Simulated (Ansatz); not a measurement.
**MgNi3C (Pm-3m): the cell at rest**

Aim: bring MgNi3C (Pm-3m) to small forces and stress, as phonons need.

Calculated with Ansatz 0.2.0; DFT PBEsol, scalar-relativistic, plane waves, PAW; PAW set soft_1.

**1. The starting structure**

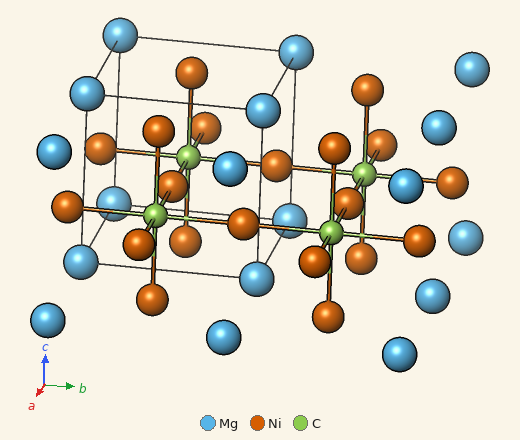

The starting structure, seen slightly off an axis (magnesium blue, nickel orange, carbon green). 2×2×1 cells are drawn. Some periodic images of atoms are drawn too.

**2. A coarse first look**

A quick single point on a coarse mesh tells whether the cell has a gap and how far it is from rest, which sets the k mesh and smearing that follow.

Contents of input.yaml:

```yaml
crystal:
  lattice:
    - [3.8089, 0.0, 0.0]
    - [0.0, 3.8089, 0.0]
    - [0.0, 0.0, 3.8089]
  atoms:
    - { symbol: Mg, position: [0.0, 0.0, 0.0] }
    - { symbol: Ni, position: [0.0, 0.5, 0.5] }
    - { symbol: Ni, position: [0.5, 0.0, 0.5] }
    - { symbol: Ni, position: [0.5, 0.5, 0.0] }
    - { symbol: C, position: [0.5, 0.5, 0.5] }
kpoints:
  mp_grid: { grid: [6, 6, 6] }
hamiltonian:
  xc: pbesol
  pseudopotentials: { kind: paw, azcp: { folder: soft_1 }, xc_functional: pbe }
scf:
  occupations: { method: gaussian, width: 0.1 }
output:
  forces: true
  stress: true
  eigenvalues: true
```

Started as:

```
$ ansatz run input.yaml --threads 4 --pin off --max-ram 10240MiB --backend cpu --events-out ev --progress --plain --runs-dir out
```

Numbers of over 12 decimals in the logs are rounded to 6 here.

Log:

```text
Engine: ansatz 0.2.0, aarch64-unknown-linux-gnu
Pseudopotentials: kind: paw
Pseudopotential: Mg, paw, valence charge 10, recommended cutoff 420 eV (normal), soft_1/Mg.paw.azcp
Pseudopotential: Ni, paw, valence charge 18, recommended cutoff 420 eV (normal), soft_1/Ni.paw.azcp
Pseudopotential: C, paw, valence charge 4, recommended cutoff 420 eV (normal), soft_1/C.paw.azcp
Functional definition: PBEsol
[...]
k-point 0: bands = [... 30 lower, 12.8567, 13.4882, 13.4882, 13.4882, 13.7614, 17.4692, 19.2161, 19.2161, ... 2 higher]
  k-point 1: bands = [... 30 lower, 12.8677, 13.4884, 13.6677, 13.6711, 13.6711, 17.6483, 18.3606, 19.3249, ... 2 higher]
  k-point 2: bands = [... 30 lower, 12.8608, 13.4143, 13.4888, 14.1114, 14.1114, 17.6644, 18.2185, 19.6839, ... 2 higher]
  k-point 19: bands = [... 30 lower, 13.1661, 13.1661, 13.5491, 13.5491, 13.5491, 15.3986, 15.3986, 15.3986, ... 2 higher]
[key lines of the parts left out:]
SCF converged after 10 iterations
Free energy (F): -19574.508386 eV
Fermi energy:    14.188965 eV
P = ⅓ Tr σ = -5.3549 GPa (-53.549 kbar)
```

Elapsed: 0.86 s, on 4 threads of Arm Neoverse V2, shared host; peak memory 0.35 GiB.

This run has no spin polarisation, although Ni can carry a moment.

This step gave:

* pressure: -5.355 GPa
* volume per atom: 11.05 Å³
* gap on the k-mesh: 0 eV

The coarse mesh shows no gap and a pressure of -5.4 GPa.

**3. Bringing the structure to rest**

The cell and atoms are relaxed, since residual forces and stress would shift the frequencies.

Changes to input.yaml since step 2:

```diff
@@ -12,3 +12,3 @@
 kpoints:
-  mp_grid: { grid: [6, 6, 6] }
+  mp_grid: { grid: [10, 10, 10] }
 hamiltonian:
@@ -22 +22,10 @@
   eigenvalues: true
+  write_density: true
+  write_potential: true
+  elf: true
+  volumetric_format: npy
+relax:
+  adjacent_minimum: "off"
+  f_tol: 0.005
+  max_steps: 80
+  cell: { stress_tol: 0.05 }
```

Log:

```text
[...]
Crystal: 5 atoms, lattice volume = 55.258 Å³
Basis set: ecut = 420 eV, 1045 PW (Γ), exchange–correlation on 54×54×54 points (8 copies of the dense FFT grid, shifted against one another)
Bands: 41, of which v1, the nominal top of the filled ones, is band 34 counted from 1 (33 counted from 0)
Symmetry: 48 space group operations
[...]
k-points: 56 of 1000
[...]
SCF iter   1: F=—  HF=-19574.856637 eV  |F-HF|=—  |Δ(HF+E_count)|=         —  Δρ=5.51e-2  dr2=1.01e0  ethr=3.10e-3  ⟨swp⟩=5.9  Hψ=7710  notcnv=0  defer=6
[...]
SCF iter  10: F=-19574.497468 eV  HF=-19574.497468 eV  |F-HF|=8.40e-10  |Δ(HF+E_count)|=   1.93e-8  Δρ=5.65e-6  dr2=1.07e-8  ethr=1.47e-10  ⟨swp⟩=14.5  Hψ=16914  notcnv=0
SCF 1 converged in 10 iterations: F = -19574.497468 eV  dr2 = 1.07e-8
[...]
relax step   1: F+E_penalty+E_count = -19574.49746817 eV  Δ(F+E_penalty+E_count) = +0.000e0 eV  max|allowed force component| = 3.163e-28 eV/Å  Δτ_max = 0.0000 Å  P = -5.272 GPa  Ω = 55.258 Å³  (10 SCF iters, dr2 threshold 1.00e-7 eV, accepted)
Crystal: 5 atoms, lattice volume = 54.428 Å³
[...]
iter 1 solved again at ethr=1.13e-5 eV; its pass at ethr=3.10e-3 eV (dr2=7.68e-3 eV) is discarded
[...]
SCF iter   6: F=-19574.518568 eV  HF=-19574.518568 eV  |F-HF|=1.55e-7  |Δ(HF+E_count)|=   2.14e-7  Δρ=1.30e-5  dr2=1.63e-7  ethr=7.35e-10  ⟨swp⟩=10.0  Hψ=17822  notcnv=0
SCF 2 converged in 6 iterations: F = -19574.518568 eV  dr2 = 1.63e-7
relax step   2: F+E_penalty+E_count = -19574.51856783 eV  Δ(F+E_penalty+E_count) = -2.110e-2 eV  max|allowed force component| = 5.640e-30 eV/Å  Δτ_max = 0.0000 Å  P = -2.620 GPa  Ω = 54.428 Å³  energy of the carried Pulay correction = +5.547e-4 eV  (6 SCF iters, dr2 threshold 5.00e-7 eV, accepted)
Crystal: 5 atoms, lattice volume = 53.632 Å³
Basis set: ecut = 420 eV, 1021 PW (Γ), exchange–correlation on 54×54×54 points (8 copies of the dense FFT grid, shifted against one another)
[...]
SCF iter   6: F=-19574.525365 eV  HF=-19574.525365 eV  |F-HF|=1.59e-7  |Δ(HF+E_count)|=   2.34e-7  Δρ=1.35e-5  dr2=1.71e-7  ethr=7.35e-10  ⟨swp⟩=10.0  Hψ=17766  notcnv=0
SCF 3 converged in 6 iterations: F = -19574.525365 eV  dr2 = 1.71e-7
relax step   3: F+E_penalty+E_count = -19574.52536471 eV  Δ(F+E_penalty+E_count) = -6.797e-3 eV  max|allowed force component| = 1.462e-29 eV/Å  Δτ_max = 0.0000 Å  P = +0.138 GPa  Ω = 53.632 Å³  energy of the carried Pulay correction = +1.094e-3 eV  (6 SCF iters, dr2 threshold 5.00e-7 eV, accepted)
[...]
relax step   4: F+E_penalty+E_count = -19574.52535433 eV  Δ(F+E_penalty+E_count) = +1.038e-5 eV  max|allowed force component| = 1.262e-29 eV/Å  Δτ_max = 0.0000 Å  P = -0.004 GPa  Ω = 53.672 Å³  energy of the carried Pulay correction = +1.067e-3 eV  (6 SCF iters, dr2 threshold 4.73e-8 eV, accepted)
[...]
SCF iter   6: F=-19574.524332 eV  HF=-19574.524332 eV  |F-HF|=3.64e-12  |Δ(HF+E_count)|=  1.13e-10  Δρ=1.26e-7  dr2=4.98e-12  ethr=1.00e-12  ⟨swp⟩=6.0  Hψ=11691  notcnv=0
SCF 5 converged in 6 iterations: F = -19574.524332 eV  dr2 = 4.98e-12
relax step   5: F+E_penalty+E_count = -19574.52433196 eV  Δ(F+E_penalty+E_count) = +1.022e-3 eV  max|allowed force component| = 1.409e-29 eV/Å  Δτ_max = 0.0000 Å  P = -0.012 GPa  Ω = 53.672 Å³  stress off target by 1.21e-2 GPa  SCF on the basis re-selected at this cell (its energy is not comparable with the rows above)  (6 SCF iters)
basis re-selected at this cell: Δ(F+E_penalty+E_count) = +1.022e-3 eV, ΔP = -0.008 GPa vs the last step (what re-selecting the basis moved, of the pressure what is left beyond the Pulay correction that the steps carried, after the strain that the cell walked since its last selection, with what the two solves' SCF thresholds leave and, on support functions, any second-order correction that the steps lacked; it is no m [...]
SCF converged after 6 iterations
Free energy (F): -19574.524332 eV
[...]
Internal energy: -19574.495092 eV  (E = F + TS)
E sigma→0 (E₀):  -19574.509712 eV
Entropy (-TS):   -0.029240 eV (-5.848 meV/atom)
Fermi energy:    14.754314 eV
[...]
--- Stress (GPa, compression-positive) ---
       -0.012136      -0.000000       0.000000
        0.000000      -0.012136       0.000000
        0.000000       0.000000      -0.012136
  P = ⅓ Tr σ = -0.0121 GPa (-0.121 kbar)
--- Band table (eV; the first three rows and the last of 56) ---
  k-point 0: bands = [... 30 lower, 13.3398, 14.0131, 14.0131, 14.0131, 14.2861, 18.1981, 19.8901, 19.8901, ... 3 higher]
  k-point 1: bands = [... 30 lower, 13.3465, 14.0132, 14.0817, 14.0817, 14.2504, 18.2721, 19.3048, 19.9272, ... 3 higher]
  k-point 2: bands = [... 30 lower, 13.3537, 14.0134, 14.1454, 14.2825, 14.2825, 18.4138, 18.9033, 20.0432, ... 3 higher]
  k-point 55: bands = [... 30 lower, 13.6526, 13.6526, 14.0695, 14.0695, 14.0695, 16.0044, 16.0044, 16.0044, ... 3 higher]
--- Relaxed structure (4 steps of the walk, 4 accepted, 1 SCFs on fresh bases) ---
  F+E_penalty+E_count = -19574.52433196 eV   max|allowed force component| = 1.409e-29 eV/Å   (the final SCF, on the basis selected at the relaxed cell)
  cell:  # Å, volume = 53.6715 Å³
    - [3.772084, 0, 0]
    - [0, 3.772084, 0.0]
    - [0, 0.0, 3.772084]
  atoms:
    - { symbol: Mg, position: [0, 0, 0] }
    - { symbol: Ni, position: [0, 0.5, 0.5] }
    - { symbol: Ni, position: [0.5, 0, 0.5] }
    - { symbol: Ni, position: [0.5, 0.5, 0] }
    - { symbol: C, position: [0.5, 0.5, 0.5] }
```

Run time: 9.3 s. Hardware: 4 threads; peak memory 0.45 GiB.

Relaxation path:

| step | energy less that of the first step (eV) | largest force component (eV/Å) | pressure (GPa) | volume (Å³) |
| --- | --- | --- | --- | --- |
| 1 | 0.0000 | 0.0000 | -5.27 | 55.26 |
| 2 | -0.0211 | 0.0000 | -2.62 | 54.43 |
| 3 | -0.0279 | 0.0000 | 0.14 | 53.63 |
| 4 | -0.0279 | 0.0000 | 0.00 | 53.67 |
| 5* | -0.0269 | 0.0000 | -0.01 | 53.67 |

Relaxation steps marked * repeat the geometry before them on a plane-wave basis chosen anew for their cell, so energy and pressure can jump there.

The run keeps the 48 symmetry operations that it works with, so distortions that break them were not tested.

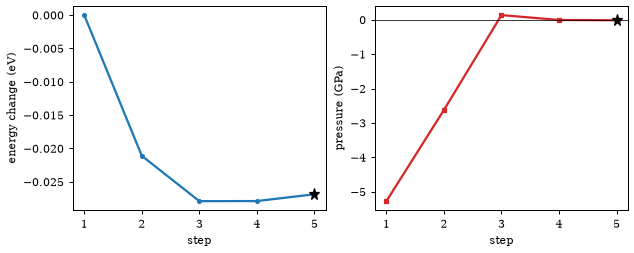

Energy and pressure along the relaxation. Stars mark steps on a basis chosen anew.

| conventional cell, symmetrised | before | after | change |
| --- | --- | --- | --- |
| a (Å) | 3.809 | 3.772 | -1.0 % |
| b (Å) | 3.809 | 3.772 | -1.0 % |
| c (Å) | 3.809 | 3.772 | -1.0 % |
| volume (Å³/atom) | 11.05 | 10.73 | -2.9 % |

The relaxed structure:

```cif
data_structure
_symmetry_space_group_name_H-M 'P 1'
_symmetry_Int_Tables_number 1
_cell_length_a 3.7721
_cell_length_b 3.7721
_cell_length_c 3.7721
_cell_angle_alpha 90.000
_cell_angle_beta 90.000
_cell_angle_gamma 90.000
_cell_volume 53.67
loop_
_atom_site_label
_atom_site_type_symbol
_atom_site_fract_x
_atom_site_fract_y
_atom_site_fract_z
_atom_site_occupancy
Mg1 Mg 0.00000 0.00000 0.00000 1
Ni2 Ni 0.00000 0.50000 0.50000 1
Ni3 Ni 0.50000 0.00000 0.50000 1
Ni4 Ni 0.50000 0.50000 0.00000 1
C5 C 0.50000 0.50000 0.50000 1
```

This step gave:

```yaml
pressure: -0.01214 GPa
volume_per_atom: 10.73 Å³
```

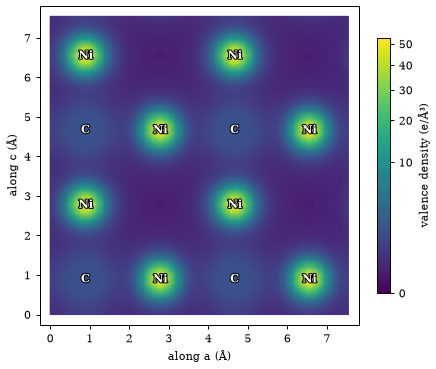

Valence density in the ac plane at fractional y = 0.500, with atoms of Ni and C within 0.2 Å of it. It is the smooth field of the valence electrons, not physical close to the nuclei. The map starts off the cell's origin, so that atoms lie inside it. The colour scale is stretched toward low values.

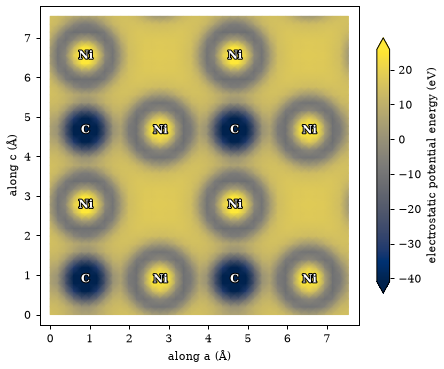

Electrostatic potential energy in the ac plane at fractional y = 0.500, with atoms of Ni and C within 0.2 Å of it. With pseudopotentials it is smooth inside the atoms' cores, unlike the true potential. The map starts off the cell's origin, so that atoms lie inside it.

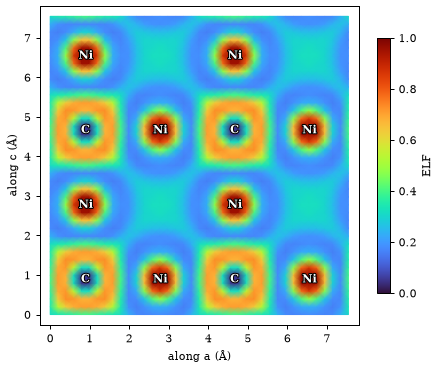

ELF in the ac plane at fractional y = 0.500, with atoms of Ni and C within 0.2 Å of it. It is the smooth field of the valence electrons, not physical close to the nuclei. The map starts off the cell's origin, so that atoms lie inside it.

In this step the volume went from 11.05 to 10.73 Å³/atom.

**4. Tight relaxation**

Phonons need a cell at rest on their own settings, so the relaxation is repeated with tight tolerances on forces and stress, using the mesh and the filling of the phonon run that follows.

Contents of input.yaml:

```yaml
crystal:
  lattice:
    - [3.7720839981, 0.0, 0.0]
    - [0.0, 3.7720839981, 0.0]
    - [0.0, 0.0, 3.7720839981]
  atoms:
    - { symbol: Mg, position: [0.0, 0.0, 0.0] }
    - { symbol: Ni, position: [0.0, 0.5, 0.5] }
    - { symbol: Ni, position: [0.5, 0.0, 0.5] }
    - { symbol: Ni, position: [0.5, 0.5, 0.0] }
    - { symbol: C, position: [0.5, 0.5, 0.5] }
kpoints:
  mp_grid: { grid: [12, 12, 12] }
hamiltonian:
  xc: pbesol
  pseudopotentials: { kind: paw, azcp: { folder: soft_1 }, xc_functional: pbe }
scf:
  occupations: { method: methfessel_paxton, width: 0.2 }
output:
  forces: true
  stress: true
  eigenvalues: true
relax:
  adjacent_minimum: "off"
  f_tol: 0.001
  max_steps: 60
  cell: { stress_tol: 0.01 }
```

Log:

```text
[...]
Crystal: 5 atoms, lattice volume = 53.672 Å³
Basis set: ecut = 420 eV, 1021 PW (Γ), exchange–correlation on 54×54×54 points (8 copies of the dense FFT grid, shifted against one another)
Bands: 41, of which v1, the nominal top of the filled ones, is band 34 counted from 1 (33 counted from 0)
[... 1 set-up line as in the run before ...]
[...]
k-points: 84 of 1728
[...]
--- Relaxed structure (3 steps of the walk, 3 accepted, 1 SCFs on fresh bases) ---
[...]
cell:  # Å, volume = 53.6652 Å³
    - [3.771935, 0, 0.0]
    - [0, 3.771935, 0]
    - [0.0, 0, 3.771935]
  atoms:
    - { symbol: Mg, position: [0, 0, 0] }
    - { symbol: Ni, position: [0, 0.500000, 0.500000] }
    - { symbol: Ni, position: [0.500000, 0, 0.500000] }
    - { symbol: Ni, position: [0.500000, 0.500000, 0] }
    - { symbol: C, position: [0.500000, 0.500000, 0.500000] }
[key lines of the parts left out:]
SCF converged after 8 iterations
Free energy (F): -19574.514732 eV
Fermi energy:    14.772568 eV
P = ⅓ Tr σ = 0.0002 GPa (0.002 kbar)
```

The job ended after 9.3 s (4 threads; peak memory 0.47 GiB).

Little changed from the start: no atom moved by 0.005 Å and no cell edge by 0.1 %.

This step gave:

* pressure: 2.00e-4 GPa

The forces vanish by symmetry and the pressure is 0.000 GPa, within the tolerances set. The cell now holds 10.73 Å³/atom.

**5. Outcome**

```yaml
space_group_after_relaxation_within_0p01_a: Pm-3m
lattice_constant_a: 3.772 Å
lattice_constant_b: 3.772 Å
lattice_constant_c: 3.772 Å
volume_per_atom: 10.7 Å³
```

The forces vanish by symmetry and the pressure is 0.000 GPa, within the tolerances set. The cell now holds 10.73 Å³/atom. The relaxation keeps the symmetry of its start, so it says nothing on stability against lower symmetry. The runs are without spin polarisation, although Ni often carries a moment. The PAW files were made for PBE and serve the other functionals too.

[Logs are printed without paths, hosts, clocks, repeated set-up lines and the standing remarks that a program may print on its own settings, such as how far it seeks lower states.]

[Hosts, paths, dates, database ids (printed as entryN), source tags and the programs' standing remarks are cut or masked in the printed files.]
